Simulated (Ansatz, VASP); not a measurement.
**NiS in two plane-wave programs**

Wanted: the spread between two codes on one cell, functional and k mesh.

Main program and level: Ansatz 0.2.0; plane waves, with VASP 6.6.1 beside it; single point at PBEsol, DFT+U and single point at PBEsol, DFT+U, spin-orbit coupling.

The database entry behind the starting cell differs from later determinations by our own check (about 0.4 % short), so it need not match the best structure at ambient conditions.

In doubt: warnings of the run leave room for a lower electronic state, so energies may not be the lowest and differences between runs may mislead.

### 1. Starting point

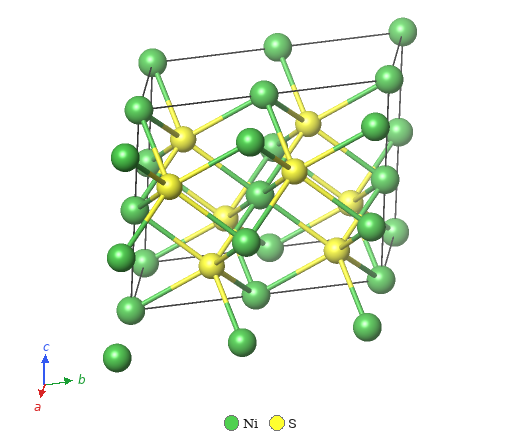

The starting structure, seen slightly off an axis (nickel green, sulfur yellow). 2×1×1 cells are drawn. Bonds to atoms that aren't drawn are left out. Some periodic images of atoms are drawn too.

Coordinates:

```cif
data_structure
_symmetry_space_group_name_H-M 'P 1'
_symmetry_Int_Tables_number 1
_cell_length_a 3.4250
_cell_length_b 6.8500
_cell_length_c 5.3400
_cell_angle_alpha 90.000
_cell_angle_beta 90.000
_cell_angle_gamma 120.000
_cell_volume 108.50
loop_
_atom_site_label
_atom_site_type_symbol
_atom_site_fract_x
_atom_site_fract_y
_atom_site_fract_z
_atom_site_occupancy
Ni1 Ni 0.00000 0.00000 0.00000 1
Ni2 Ni 0.00000 0.50000 0.00000 1
Ni3 Ni 0.00000 0.00000 0.50000 1
Ni4 Ni 0.00000 0.50000 0.50000 1
S5 S 0.33333 0.33333 0.25000 1
S6 S 0.33333 0.83333 0.25000 1
S7 S 0.66667 0.16667 0.75000 1
S8 S 0.66667 0.66667 0.75000 1
```

### 2. Ansatz: single point, PBEsol, DFT+U

Ansatz runs on its default PAW (the set named soft_2) files.

A single point gives forces, pressure and levels at one fixed geometry, so differences don't come from the geometry; what else differs is listed under the comparison.

The input, input.yaml:

```yaml
crystal:
  lattice:
    - [3.425, 0.0, 0.0]
    - [-3.425, 5.932274016, 0.0]
    - [0.0, 0.0, 5.34]
  atoms:
    - { symbol: Ni, position: [0.0, 0.0, 0.0], spin: 2.0 }
    - { symbol: Ni, position: [0.0, 0.5, 0.0], spin: -2.0 }
    - { symbol: Ni, position: [0.0, 0.0, 0.5], spin: 2.0 }
    - { symbol: Ni, position: [0.0, 0.5, 0.5], spin: -2.0 }
    - { symbol: S, position: [0.3333333333, 0.3333333334, 0.25] }
    - { symbol: S, position: [0.3333333333, 0.8333333333, 0.25] }
    - { symbol: S, position: [0.6666666667, 0.1666666666, 0.75] }
    - { symbol: S, position: [0.6666666667, 0.6666666666, 0.75] }
hamiltonian:
  xc: pbesol
  pseudopotentials: { kind: paw }
  hubbard: { sites: [{ species: Ni, l: d, u_eff: 6.0 }] }
magnetization:
  spin_polarized: true
kpoints:
  mp_grid: { grid: [10, 5, 6] }
scf:
  occupations: { method: fermi_dirac, width: 0.05 }
  n_extra_bands: 12
output:
  forces: true
  stress: true
  eigenvalues: true
```

Started as:

```sh
$ ansatz run input.yaml --threads 4 --pin off --max-ram 9216MiB --backend cpu --events-out ev --progress --plain --runs-dir out
```

Numbers of over 12 decimals in the logs are rounded to 6 here.

The log of the run:

```text
Ni: projections on atomic orbitals take those of the free atom [Ne] 3s2 3p6 3d8 4s2, of charge +0.00 (hamiltonian.pseudopotentials.projection_atoms); the dataset's partial waves leave at most 1.6e-6 of an orbital's norm unspanned inside its sphere
S: projections on atomic orbitals take those of the free atom [Ne] 3s2 3p4, of charge +0.00 (hamiltonian.pseudopotentials.projection_atoms); the dataset's partial waves leave at most 1.6e-7 of an orbital's norm unspanned inside its sphere
scf.n_extra_bands = 12 over 48 filled bands (N_el = 96.0): the run solves 60 bands
Engine: ansatz 0.2.0, aarch64-unknown-linux-gnu
Pseudopotentials: kind: paw
Pseudopotential: Ni, paw, valence charge 18, recommended cutoff 420 eV (normal), Ni.paw.azcp
Pseudopotential: S, paw, valence charge 6, recommended cutoff 420 eV (normal), S.paw.azcp
Functional definition: PBEsol
  exchange = pbesol_x
  correlation = pbesol_c
Crystal: 8 atoms, lattice volume = 108.498 Å³
Basis set: ecut = 420 eV, 2157 PW (Γ), exchange–correlation on 48×96×72 points (8 copies of the dense FFT grid, shifted against one another)
Bands: 60, of which v1, the nominal top of the filled ones, is band 48 counted from 1 (47 counted from 0)
Symmetry: 8 space group operations
Space group: Pmma (ITA 51), of the structure as read, at distance tolerance 4.8e-5 Å
Magnetic group: BNS 51.301 (UNI 399), of the structure as read, at distance tolerance 4.8e-5 Å
k-points: 72 of 300
Non-local potential: Ni, projectors of the file, l = 0: 3, l = 1: 2, l = 2: 3, l = 3: 1
Non-local potential: S, projectors of the file, l = 0: 2, l = 1: 2, l = 2: 2
PAW form: soft (Blöchl's): semilocal exchange-correlation on the pseudo side does not see the compensation charge
PAW frozen core: Ni, regenerated for the run's functional, and the local potential with it (the file was generated under x = pbe(κ = 0.804, μ = 0.219515), c = pbe(β = 0.066725))
PAW frozen core: S, regenerated for the run's functional, and the local potential with it (the file was generated under x = pbe(κ = 0.804, μ = 0.219515), c = pbe(β = 0.066725))
PAW one-centre angular grid: Ni, 590 points (default); XC on 64 Gauss nodes
PAW one-centre angular grid: S, 110 points (default); XC on 64 Gauss nodes
Initial density: superposition of atomic densities (chi_scale 0.1, normalization cell)
Starting moments: Σ|m| = 8 μB on 4 of 8 sites
Starting magnetic order: antiferromagnet; a translation exchanges its spin sublattices: spin-degenerate at every k-point
Initial wavefunctions: pseudopotential atomic-orbital guess
Functional: x = pbesol(κ = 0.804, μ = 0.123457), c = pbesol(β = 0.046)
WARN: the translation (0, 0.5, 0) carries every atom to within crystal.symmetry.tolerance of an atom of its element with the starting moment reversed, but both spin channels are solved: site 4 translated lies 7.07e-11 (fractional; 2.97e-10 Å) from site 5 (counted from 0 in this solve's list of atoms, which can differ from the deck's where the deck declares a space group, asks for a supercell or sets defects), and one [...]
SCF iter   1: F=—  HF=-26749.349218 eV  |F-HF|=—  |Δ(HF+E_count)|=         —  Δρ=1.31e-1 (↑1.31e-1 ↓1.31e-1)  dr2=2.37e1  dr2_m=1.04e1  M=-0.000 μB ∫|m|=3.275 μB  β_m=0.30  ethr=3.10e-3  ⟨swp⟩=5.3  Hψ=29273  notcnv=0  defer=67
preconditioner: auto → Kerker (q_TF=auto, 2.673 Å⁻¹)  [metal: Δε(μ)=0.027 eV  Ē_g=9.910 eV  σ=0.050 eV  W_gap=0.13  n_scr=38 (ndim 8)  ℏωp=28.5 eV  f_vac=0.000  D(μ)=3.29/eV (n_scr^D=20)]
spin=Collinear: Kerker preconditioning applied to the charge; magnetization (m = ρ↑ − ρ↓) channel mixes plain (no charge-response kernel on spin).
SCF iter   2: F=—  HF=-26749.685875 eV  |F-HF|=—  |Δ(HF+E_count)|=   3.37e-1  Δρ=4.92e-2 (↑4.92e-2 ↓4.92e-2)  dr2=7.33e-1  dr2_m=2.02e0  M=-0.000 μB ∫|m|=4.464 μB  β_m=0.30  ethr=3.10e-3  ⟨swp⟩=3.0  Hψ=18542  notcnv=0  defer=500
SCF iter   3: F=—  HF=-26750.849346 eV  |F-HF|=—  |Δ(HF+E_count)|=    1.16e0  Δρ=3.99e-2 (↑3.99e-2 ↓3.99e-2)  dr2=9.19e-1  dr2_m=1.31e0  M=0.000 μB ∫|m|=4.311 μB  β_m=0.30  ethr=7.63e-4  ⟨swp⟩=2.0  Hψ=14491  notcnv=0  defer=502
SCF iter   4: F=—  HF=-26751.496267 eV  |F-HF|=—  |Δ(HF+E_count)|=   6.47e-1  Δρ=2.14e-2 (↑2.14e-2 ↓2.14e-2)  dr2=7.77e-1  dr2_m=2.54e-1  M=-0.000 μB ∫|m|=4.938 μB  β_m=1.00  ethr=7.63e-4  ⟨swp⟩=2.8  Hψ=13855  notcnv=0  defer=502
SCF iter   5: F=—  HF=-26752.065598 eV  |F-HF|=—  |Δ(HF+E_count)|=   5.69e-1  Δρ=8.05e-3 (↑8.04e-3 ↓8.05e-3)  dr2=2.28e-1  dr2_m=6.96e-3  M=0.000 μB ∫|m|=5.092 μB  β_m=1.00  ethr=7.63e-4  ⟨swp⟩=2.0  Hψ=11042  notcnv=0  defer=510
SCF iter   6: F=—  HF=-26752.418414 eV  |F-HF|=—  |Δ(HF+E_count)|=   3.53e-1  Δρ=1.07e-2 (↑1.07e-2 ↓1.07e-2)  dr2=2.74e-1  dr2_m=1.70e-2  M=-0.000 μB ∫|m|=4.946 μB  β_m=0.30  ethr=2.37e-4  ⟨swp⟩=3.0  Hψ=14661  notcnv=0  defer=510
SCF iter   7: F=—  HF=-26752.635336 eV  |F-HF|=—  |Δ(HF+E_count)|=   2.17e-1  Δρ=7.53e-3 (↑7.52e-3 ↓7.53e-3)  dr2=9.34e-2  dr2_m=3.55e-2  M=0.000 μB ∫|m|=5.293 μB  β_m=1.00  ethr=2.37e-4  ⟨swp⟩=2.1  Hψ=13760  notcnv=0  defer=518
SCF iter   8: F=—  HF=-26752.788557 eV  |F-HF|=—  |Δ(HF+E_count)|=   1.53e-1  Δρ=5.02e-3 (↑5.02e-3 ↓5.02e-3)  dr2=6.59e-2  dr2_m=8.24e-3  M=-0.000 μB ∫|m|=5.416 μB  β_m=1.00  ethr=9.73e-5  ⟨swp⟩=2.0  Hψ=11976  notcnv=0  defer=518
SCF iter   9: F=—  HF=-26752.901214 eV  |F-HF|=—  |Δ(HF+E_count)|=   1.13e-1  Δρ=5.08e-3 (↑5.07e-3 ↓5.08e-3)  dr2=6.71e-2  dr2_m=8.49e-3  M=0.000 μB ∫|m|=5.539 μB  β_m=0.30  ethr=6.86e-5  ⟨swp⟩=2.1  Hψ=10874  notcnv=0  defer=518
Mixer restart at iter 9: flushing history
spin-set hold released at iteration 9 (site moments contracting): the magnetisation degrees of freedom join the quasi-Newton model from the next iteration; the mixer history was flushed
[...]
SCF iter  11: F=—  HF=-26753.163029 eV  |F-HF|=—  |Δ(HF+E_count)|=   1.76e-1  Δρ=9.83e-3 (↑9.75e-3 ↓9.83e-3)  dr2=1.73e-1  dr2_m=5.34e-2  M=0.000 μB ∫|m|=6.018 μB  β_m=0.82  ethr=4.71e-5  ⟨swp⟩=2.0  Hψ=14222  notcnv=0  defer=536
SCF iter  12: F=—  HF=-26753.168347 eV  |F-HF|=—  |Δ(HF+E_count)|=   5.32e-3  Δρ=3.32e-3 (↑3.32e-3 ↓3.30e-3)  dr2=2.27e-2  dr2_m=7.21e-3  M=-0.000 μB ∫|m|=6.168 μB  β_m=0.91  ethr=4.71e-5  ⟨swp⟩=2.0  Hψ=16814  notcnv=0  defer=550
SCF iter  13: F=—  HF=-26753.166588 eV  |F-HF|=—  |Δ(HF+E_count)|=   1.76e-3  Δρ=5.32e-4 (↑5.32e-4 ↓5.18e-4)  dr2=5.35e-4  dr2_m=2.79e-5  M=0.000 μB ∫|m|=6.110 μB  β_m=0.96  ethr=2.36e-5  ⟨swp⟩=2.1  Hψ=11246  notcnv=0  defer=550
SCF iter  14: F=—  HF=-26753.166853 eV  |F-HF|=—  |Δ(HF+E_count)|=   2.64e-4  Δρ=7.21e-4 (↑3.38e-4 ↓7.21e-4)  dr2=7.54e-4  dr2_m=5.52e-5  M=-0.001 μB ∫|m|=6.107 μB  β_m=0.96  ethr=5.58e-7  ⟨swp⟩=2.0  Hψ=11995  notcnv=0  defer=550
SCF iter  15: F=—  HF=-26753.166886 eV  |F-HF|=—  |Δ(HF+E_count)|=   3.35e-5  Δρ=6.27e-4 (↑5.66e-4 ↓6.27e-4)  dr2=9.56e-4  dr2_m=5.06e-5  M=0.002 μB ∫|m|=6.111 μB  β_m=0.68  ethr=5.58e-7  ⟨swp⟩=2.0  Hψ=15133  notcnv=0  defer=550
SCF iter  16: F=—  HF=-26753.166791 eV  |F-HF|=—  |Δ(HF+E_count)|=   9.53e-5  Δρ=3.11e-4 (↑1.21e-4 ↓3.11e-4)  dr2=1.22e-4  dr2_m=1.62e-5  M=0.001 μB ∫|m|=6.112 μB  β_m=0.84  ethr=5.58e-7  ⟨swp⟩=2.1  Hψ=11197  notcnv=0  defer=550
SCF iter  17: F=—  HF=-26753.166813 eV  |F-HF|=—  |Δ(HF+E_count)|=   2.20e-5  Δρ=7.32e-5 (↑5.54e-5 ↓7.32e-5)  dr2=3.95e-6  dr2_m=1.79e-6  M=0.000 μB ∫|m|=6.114 μB  β_m=0.92  ethr=1.27e-7  ⟨swp⟩=2.0  Hψ=11677  notcnv=0  defer=550
SCF iter  18: F=—  HF=-26753.166827 eV  |F-HF|=—  |Δ(HF+E_count)|=   1.37e-5  Δρ=2.66e-5 (↑2.66e-5 ↓2.66e-5)  dr2=1.10e-6  dr2_m=3.43e-7  M=-0.000 μB ∫|m|=6.115 μB  β_m=0.96  ethr=4.12e-9  ⟨swp⟩=2.0  Hψ=15021  notcnv=0  defer=550
SCF iter  19: F=—  HF=-26753.166830 eV  |F-HF|=—  |Δ(HF+E_count)|=   3.23e-6  Δρ=3.02e-5 (↑1.97e-5 ↓3.02e-5)  dr2=1.22e-6  dr2_m=2.18e-7  M=0.000 μB ∫|m|=6.116 μB  β_m=0.98  ethr=1.15e-9  ⟨swp⟩=2.0  Hψ=15023  notcnv=0  defer=550
SCF iter  20: F=-26753.166830 eV  HF=-26753.166830 eV  |F-HF|=3.74e-8  |Δ(HF+E_count)|=   5.37e-7  Δρ=6.63e-6 (↑5.03e-6 ↓6.63e-6)  dr2=7.38e-8  dr2_m=1.17e-8  M=0.000 μB ∫|m|=6.117 μB  ethr=1.04e-10  ⟨swp⟩=9.0  Hψ=43912  notcnv=0
SCF 1 converged in 20 iterations: F = -26753.166830 eV  dr2 = 7.38e-8
  greatest PAW one-centre occupation: 1.002 electrons in one spin orbital (limit 2), on the Ni atom at site 2 (counted from 0), in its partial waves of l = 1
WARN: an SCF from antiferromagnetic starting moments (2.00, 2.00, -2.00, -2.00, 0.00, 0.00, 0.00, 0.00 Bohr magnetons, atom by atom) was not made, by what the run has read of turns of its moments that order reads lower: the deck asks for what bars it, or types moments that do (magnetization.spin_polarized, in the input reference, names some of the keys), or the run goes by scf.lower_state_search: light, the default, which as a rule tries one only behind a close that has lost an order of both signs, or on which an open d or half-filled 4f shell of a PAW file has lost a moment that was set nearer to Hund's than to what is left; [rest of the remark cut]
SCF converged after 20 iterations
Magnetization: 0.0000 μB (48.0000 up, 48.0000 down)
Absolute magnetization: 6.1154 μB (∫|ρ↑−ρ↓|, with the PAW one-centre terms)
Spin contamination: 3.3639 ħ² per cell (⟨S²⟩ above its minimum at these occupations)
Per-site moments (μB) at R_I (Å): [(1.333286, 0.984176), (-1.333268, 0.984176), (1.333286, 0.984176), (-1.333268, 0.984176), (-0.083098, 0.984176), (0.083087, 0.984176), (0.083087, 0.984176), (-0.083098, 0.984176)]
Free energy (F): -26753.166830 eV
Harris-Foulkes:  -26753.166830 eV  (|F-HF|=3.74e-8)
Internal energy: -26753.159842 eV  (E = F + TS)
E sigma→0 (E₀):  -26753.163336 eV
Entropy (-TS):   -0.006988 eV (-0.874 meV/atom)
Fermi energy:    12.749323 eV
--- Per-component energies (eV) ---
  E_band       = -1508.421764
  E_kinetic    = 1554.861084
  E_local      = -17918.534510  (includes V_loc(G=0)·N_el)
  E_nonlocal   = 2688.040703
  E_hartree    = 7587.943299
  E_xc         = -720.694280
  E_vxc        = -784.631634  (∫ρ·V_xc dr)
  E_hubbard    = 6.516200  (on-site DFT+U / exact-exchange correction)
  E_vhub       = -89.850841  (the Hubbard potential's part of the band-sum identity)
  E_paw        = -8730.277022  (= ΣΔE_a)
  E_vpaw       = -2134.233405  (= ΣTr[D̂ρ^β])
  E_aug_tail   = 0.001781  (compensation charges beyond the density's cutoff)
  E_ewald      = -11222.054051
  E_core_change = 1.036953  (= ΣΔE_core)
  E_smearing   = -0.006988  (= −TS)
  E_closure    = 0.000000  (closes the sum)
  Σ components = -26753.166830   (vs F -26753.166830, Δ=0.00e0)
--- Forces (eV/Å), atoms counted from 1 ---
  atom   1  Ni    -0.00000000     0.00000000     0.00000000
  atom   2  Ni     0.00000000    -0.00000000     0.00000000
  atom   3  Ni     0.00000000     0.00000000     0.00000000
  atom   4  Ni     0.00000000    -0.00000000     0.00000000
  atom   5  S      0.00000000    -0.02864978     0.00000000
  atom   6  S      0.00000000    -0.02868586     0.00000000
  atom   7  S      0.00000000     0.02868586     0.00000000
  atom   8  S      0.00000000     0.02864978     0.00000000
  max |Σ_I F_I| component: 3.47e-18 eV/Å
--- Stress (GPa, compression-positive) ---
        5.563740       0.000000       0.000000
        0.000000       7.956164       0.000000
        0.000000       0.000000       7.173783
  P = ⅓ Tr σ = 6.8979 GPa (68.979 kbar)
--- Band table (eV; the first three rows and the last of 144) ---
  k-point 0 ↑: bands = [... 44 lower, 11.6407, 11.6454, 12.2744, 12.3628, 13.2234, 13.6636, 14.9775, 15.2788, ... 8 higher]
  k-point 1 ↑: bands = [... 44 lower, 11.4605, 11.7239, 11.8220, 12.7472, 13.0038, 13.8891, 14.9295, 15.0335, ... 8 higher]
  k-point 2 ↑: bands = [... 44 lower, 11.3624, 11.7866, 12.1750, 12.4390, 13.3840, 14.3959, 14.5577, 14.7937, ... 8 higher]
  k-point 71 ↓: bands = [... 44 lower, 10.9415, 10.9415, 11.0786, 11.0786, 14.2679, 14.2679, 14.2768, 14.2768, ... 8 higher]
Occupation matrices written to <dir>
```

Elapsed: 39 s, on 4 threads of Arm Neoverse V1, shared host; peak memory 1.1 GiB.

The run ends at a pressure of 6.90 GPa, with forces up to 0.029 eV/Å.

[end of part 1 of 3]

[Lines on the potential files, build, host, timing and source positions are cut from VASP's logs without a mark.]

[Logs are printed without paths, hosts, clocks, repeated set-up lines and the standing remarks that a program may print on its own settings, such as how far it seeks lower states.]

[Hosts, paths, dates, database ids (printed as entryN), source tags and the programs' standing remarks are cut or masked in the printed files.]
